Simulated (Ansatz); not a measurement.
# AlAsBrH3S: two geometries relaxed

Aim: relax the geometries before and after the shift of H5 from S1 to Al2, and see whether they are two minima and how far apart in energy. SMILES of the start: [SH][Al]([AsH2])[Br].

Method: RKS PBE0-D4/def2-SVP, in Ansatz 0.2.0.

## Step 1: Starting point

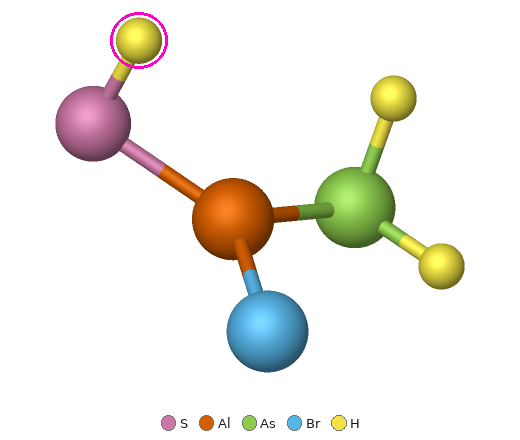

Start, viewed from a free direction; sulfur pink, aluminium orange, arsenic green, bromine blue, hydrogen yellow. Ringed: H5.

Coordinates:

```xyz
7

S    -1.4177    1.4606   -1.4340
Al   -0.3040   -0.2691   -0.6470
As    1.8596    0.0784    0.3654
Br   -1.1556   -2.4364   -0.7595
H    -2.0861    1.7115   -0.2193
H     1.2531    0.7443    1.6476
H     1.9120   -1.3573    1.0012
```

## Step 2: Relaxing end A

input.yaml reads:

```yaml
crystal:
  periodic: [false, false, false]
  atoms:
    - { symbol: S, position_ang: [-1.4177, 1.4606, -1.434] }
    - { symbol: Al, position_ang: [-0.304, -0.2691, -0.647] }
    - { symbol: As, position_ang: [1.8596, 0.0784, 0.3654] }
    - { symbol: Br, position_ang: [-1.1556, -2.4364, -0.7595] }
    - { symbol: H, position_ang: [-2.0861, 1.7115, -0.2193] }
    - { symbol: H, position_ang: [1.2531, 0.7443, 1.6476] }
    - { symbol: H, position_ang: [1.912, -1.3573, 1.0012] }
basis:
  gaussian: { orbitals: def2-SVP }
hamiltonian:
  xc: pbe0
  dispersion: d4
relax:
  f_tol: 0.02
  max_steps: 50
output:
  orbitals: {}
```

Run with:

```
$ ansatz run input.yaml --threads 2 --pin off --max-ram 3072MiB --backend cpu --events-out ev --progress --plain --runs-dir out
```

Log (excerpt; [...] marks lines left out):

```text
Warning: RAYON_NUM_THREADS=2 ignored (pool sized by the plan → 2); use --threads N
[...]
Functional definition: PBE0
[...]
1170 factors; integrals over basis functions are off by at most 2.4e-4 eV
[...]
mean field -148328.27108200 eV, -5450.9634217504 hartree, gradient 8.9e-6 eV, S^2 0.000000; 0 other end points of the search recorded, 0 dependent functions left out
[...]
reference -148328.27110802 eV, -5450.9634227066 hartree; 50, 50 occupied and 65, 65 virtual orbitals, 1170 factors
relax step   1: F+E_penalty+E_count = -148328.46020690 eV  Δ(F+E_penalty+E_count) = +0.000e0 eV  max|allowed force component| = 1.055e0 eV/Å  Δτ_max = 0.0000 Å  (27 SCF iters, accepted)
[...]
relax step   4: F+E_penalty+E_count = -148328.59062095 eV  Δ(F+E_penalty+E_count) = -2.840e-3 eV  max|allowed force component| = 2.539e-2 eV/Å  Δτ_max = 0.0153 Å  (25 SCF iters, accepted)
[...]
relax step   7: F+E_penalty+E_count = -148328.63591727 eV  Δ(F+E_penalty+E_count) = -1.286e-2 eV  max|allowed force component| = 7.617e-1 eV/Å  Δτ_max = 0.1954 Å  (28 SCF iters, accepted)
[...]
relax step  10: F+E_penalty+E_count = -148328.80090364 eV  Δ(F+E_penalty+E_count) = -4.381e-2 eV  max|allowed force component| = 2.711e-1 eV/Å  Δτ_max = 0.2000 Å  (27 SCF iters, accepted)
[...]
relax step  11: F+E_penalty+E_count = -148328.82135810 eV  Δ(F+E_penalty+E_count) = -2.045e-2 eV  max|allowed force component| = 6.996e-2 eV/Å  Δτ_max = 0.2000 Å  (27 SCF iters, accepted)
[...]
relax step  12: F+E_penalty+E_count = -148328.82195095 eV  Δ(F+E_penalty+E_count) = -5.928e-4 eV  max|allowed force component| = 6.299e-2 eV/Å  Δτ_max = 0.0124 Å  (25 SCF iters, accepted)
[...]
1170 factors; integrals over basis functions are off by at most 7.8e-4 eV
mean field -148328.63007272 eV, -5450.9766144161 hartree, gradient 8.4e-5 eV, S^2 0.000000; 0 other end points of the search recorded, 0 dependent functions left out
[...]
reference -148328.63009863 eV, -5450.9766153682 hartree; 50, 50 occupied and 65, 65 virtual orbitals, 1170 factors
```

## Step 3: The log goes on: end point A relaxed

The log, continued (excerpt; [...] marks lines left out):

```text
relax step  13: F+E_penalty+E_count = -148328.82306384 eV  Δ(F+E_penalty+E_count) = -1.113e-3 eV  max|allowed force component| = 1.319e-1 eV/Å  Δτ_max = 0.0828 Å  (25 SCF iters, accepted)
[...]
relax step  15: F+E_penalty+E_count = -148328.82619468 eV  Δ(F+E_penalty+E_count) = -1.004e-3 eV  max|allowed force component| = 7.476e-2 eV/Å  Δτ_max = 0.0249 Å  (24 SCF iters, accepted)
[...]
relax step  17: F+E_penalty+E_count = -148328.82806488 eV  Δ(F+E_penalty+E_count) = +4.153e-4 eV  max|allowed force component| = 1.726e-1 eV/Å  Δτ_max = 0.1235 Å  (26 SCF iters, rejected (line search))
[...]
relax step  19: F+E_penalty+E_count = -148328.82980749 eV  Δ(F+E_penalty+E_count) = -2.779e-4 eV  max|allowed force component| = 7.004e-2 eV/Å  Δτ_max = 0.0578 Å  (24 SCF iters, accepted)
[...]
reference -148328.63752666 eV, -5450.9768883431 hartree; 50, 50 occupied and 65, 65 virtual orbitals, 1170 factors
Total energy: -148328.83034974 eV, -5450.9839744608 hartree
Atom 0 at    -1.382556     1.687397    -0.575880 Å, force    -0.004773    -0.007607    -0.000269 eV/Å
Atom 1 at    -0.282722    -0.185301    -0.369271 Å, force     0.001411     0.001945    -0.000956 eV/Å
Atom 2 at     2.044822    -0.207536     0.275142 Å, force     0.000085    -0.000026    -0.001834 eV/Å
Atom 3 at    -1.347579    -2.106759    -0.912561 Å, force     0.000214     0.000832     0.000214 eV/Å
Atom 4 at    -2.501443     1.087397    -1.042358 Å, force     0.003679     0.005363     0.000958 eV/Å
Atom 5 at     1.792666     0.932573     1.258480 Å, force    -0.000706    -0.000992    -0.000718 eV/Å
Atom 6 at     1.738111    -1.275772     1.320848 Å, force     0.000089     0.000485     0.002605 eV/Å
Dipole moment:    -0.009089     0.022078     0.097793 e Å
```

It took 59 s on 2 threads of AMD EPYC 9R14 (Zen 4), shared host; peak memory 0.33 GiB.

Step by step:

| step | energy from step 1 (eV) | largest force component (eV/Å) |
| --- | --- | --- |
| 1 | 0.0000 | 1.0547 |
| 2 | -0.1107 | 0.5448 |
| 3 | -0.1276 | 0.2055 |
| 4 | -0.1304 | 0.0254 |
| 5 | -0.1522 | 0.0660 |
| 6 | -0.1629 | 0.1472 |
| 7 | -0.1757 | 0.7617 |
| 8 | -0.2464 | 0.3080 |
| 9 | -0.2969 | 0.2614 |
| 10 | -0.3407 | 0.2711 |
| 11 | -0.3612 | 0.0700 |
| 12 | -0.3617 | 0.0630 |
| 13 | -0.3629 | 0.1319 |
| 14 | -0.3650 | 0.0909 |
| 15 | -0.3660 | 0.0748 |
| 16 | -0.3683 | 0.0133 |
| 17x | -0.3679 | 0.1726 |
| 18 | -0.3693 | 0.0489 |
| 19 | -0.3696 | 0.0700 |
| 20 | -0.3698 | 0.0530 |
| 21 | -0.3700 | 0.0243 |
| 22 | -0.3701 | 0.0076 |

Step 1 is the start. 1 step was tried and not accepted (17; marked x where the table lists them).

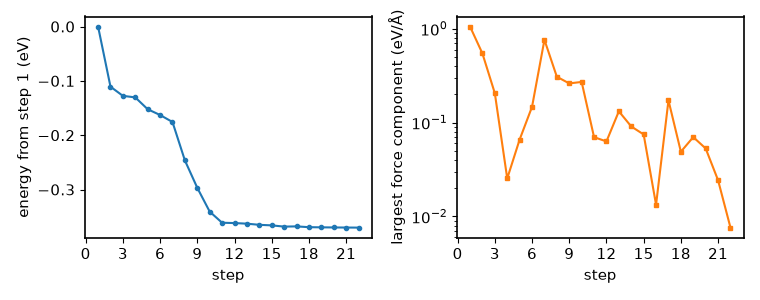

How energy and force went from step to step.

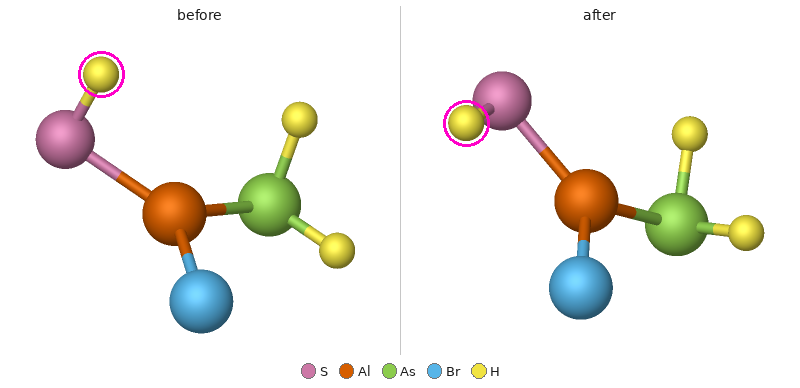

Before and after, at one scale.

After: Bond lengths: S1–Al2 2.182 Å, Al2–As3 2.415 Å, Al2–Br4 2.263 Å, S1–H5 1.353 Å, As3–H6 1.527 Å, As3–H7 1.526 Å. Angles: S1–Al2–As3 121.3°, S1–Al2–Br4 118.0°, As3–Al2–Br4 120.6°, Al2–S1–H5 94.0°, Al2–As3–H6 90.3°, Al2–As3–H7 89.7°, H6–As3–H7 92.8°.

## Step 4: End point B

The second end starts from a geometry with the move made by hand.

input.yaml: that of step 2 with these lines changed.

```diff
@@ -7,3 +7,3 @@
     - { symbol: Br, position_ang: [-1.1556, -2.4364, -0.7595] }
-    - { symbol: H, position_ang: [-2.0861, 1.7115, -0.2193] }
+    - { symbol: H, position_ang: [-1.70484, 0.17227, -1.11009] }
     - { symbol: H, position_ang: [1.2531, 0.7443, 1.6476] }
@@ -18,3 +18 @@
   max_steps: 50
-output:
-  orbitals: {}
```

Run with:

```
$ ansatz run input.yaml --threads 2 --pin off --max-ram 3072MiB --backend cpu --events-out ev --progress --plain --runs-dir out
```

Log (excerpt; [...] marks lines left out):

```text
Warning: RAYON_NUM_THREADS=2 ignored (pool sized by the plan → 2); use --threads N
[...]
[... 1 set-up line as earlier in the session ...]
[...]
1168 factors; integrals over basis functions are off by at most 3.2e-4 eV
[...]
mean field -148327.07882185 eV, -5450.9196069980 hartree, gradient 3.4e-5 eV, S^2 0.000000; 0 other end points of the search recorded, 0 dependent functions left out
[...]
reference -148327.07884678 eV, -5450.9196079140 hartree; 50, 50 occupied and 65, 65 virtual orbitals, 1168 factors
relax step   1: F+E_penalty+E_count = -148327.27186184 eV  Δ(F+E_penalty+E_count) = +0.000e0 eV  max|allowed force component| = 3.868e0 eV/Å  Δτ_max = 0.0000 Å  (25 SCF iters, accepted)
[...]
relax step   5: F+E_penalty+E_count = -148328.74487890 eV  Δ(F+E_penalty+E_count) = -1.098e-1 eV  max|allowed force component| = 6.547e-1 eV/Å  Δτ_max = 0.1958 Å  (27 SCF iters, accepted)
[...]
mean field -148328.63743520 eV, -5450.9768849819 hartree, gradient 6.7e-5 eV, S^2 0.000000; 1 other end points of the search recorded, 0 dependent functions left out
[...]
reference -148328.63746094 eV, -5450.9768859279 hartree; 50, 50 occupied and 65, 65 virtual orbitals, 1168 factors
Total energy: -148328.83028862 eV, -5450.9839722145 hartree
Atom 0 at    -1.438888     1.259198    -0.954106 Å, force     0.000299    -0.005553     0.000298 eV/Å
Atom 1 at    -0.159803    -0.453254    -0.515806 Å, force     0.004390     0.012920    -0.002269 eV/Å
Atom 2 at     2.059731    -0.157435     0.390884 Å, force    -0.011690    -0.001772     0.004260 eV/Å
Atom 3 at    -0.919292    -2.511451    -1.067637 Å, force    -0.001938    -0.009577    -0.002543 eV/Å
Atom 4 at    -2.412817     0.509003    -1.518051 Å, force     0.003354     0.002512     0.003533 eV/Å
Atom 5 at     1.549495     0.969637     1.285503 Å, force     0.003407     0.000783    -0.003000 eV/Å
Atom 6 at     1.764134    -1.222928     1.442823 Å, force     0.002179     0.000686    -0.000279 eV/Å
Dipole moment:    -0.022140     0.022484     0.093924 e Å
```

It took 41 s on 2 threads of AMD EPYC 9R14 (Zen 4), shared host; peak memory 0.32 GiB.

Step by step:

| step | energy from step 1 (eV) | largest force component (eV/Å) |
| --- | --- | --- |
| 1 | 0.0000 | 3.8681 |
| 2 | -0.7218 | 2.0714 |
| 3 | -1.1509 | 0.9587 |
| 4 | -1.3632 | 0.8948 |
| 5 | -1.4730 | 0.6547 |
| 6 | -1.5226 | 0.1967 |
| 7 | -1.5471 | 0.0849 |
| 8x | -1.5395 | 0.2076 |
| 9 | -1.5498 | 0.0390 |
| 10 | -1.5532 | 0.0548 |
| 11x | -1.5515 | 0.3543 |
| 12 | -1.5543 | 0.0679 |
| 13 | -1.5571 | 0.0221 |
| 14 | -1.5572 | 0.1302 |
| 15 | -1.5577 | 0.0894 |
| 16 | -1.5584 | 0.0129 |

Step 1 is the start. 2 steps were tried and not accepted (8, 11; marked x where the table lists them).

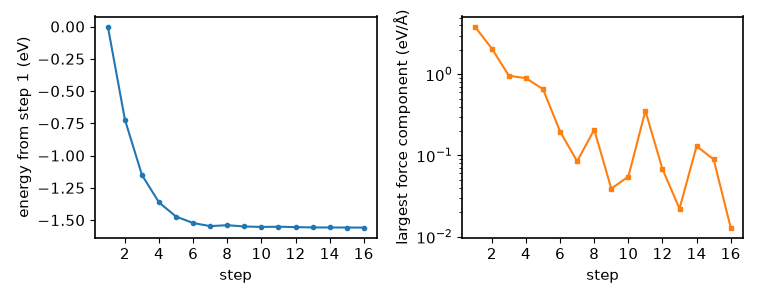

How energy and force went from step to step.

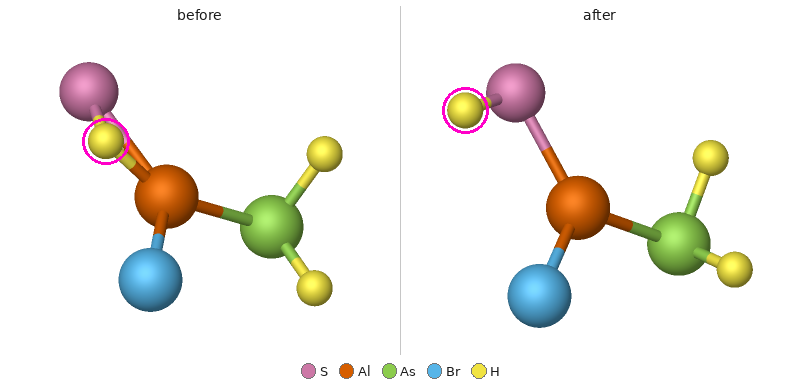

Before and after, at one scale.

After: Bond lengths: S1–Al2 2.182 Å, Al2–As3 2.416 Å, Al2–Br4 2.262 Å, S1–H5 1.353 Å, As3–H6 1.527 Å, As3–H7 1.526 Å. Angles: S1–Al2–As3 121.2°, S1–Al2–Br4 117.9°, As3–Al2–Br4 120.8°, Al2–S1–H5 94.0°, Al2–As3–H6 90.2°, Al2–As3–H7 89.7°, H6–As3–H7 92.7°.

Pairs that crossed the distance rule for bonds on the way: moved apart Al2–H5.

## Step 5: What came out

```
                           quantity                     value
                              end A  20 moves, 0.370 eV lower
                              end B  13 moves, 1.558 eV lower
largest difference between the ends                    0.01 Å
            end B relative to end A                 +0.000 eV
```

What this shows: Both starts fell into the same minimum (no atom differs by more than 0.01 Å), so from this start no second minimum was found and no band was run; another arrangement could still be one.
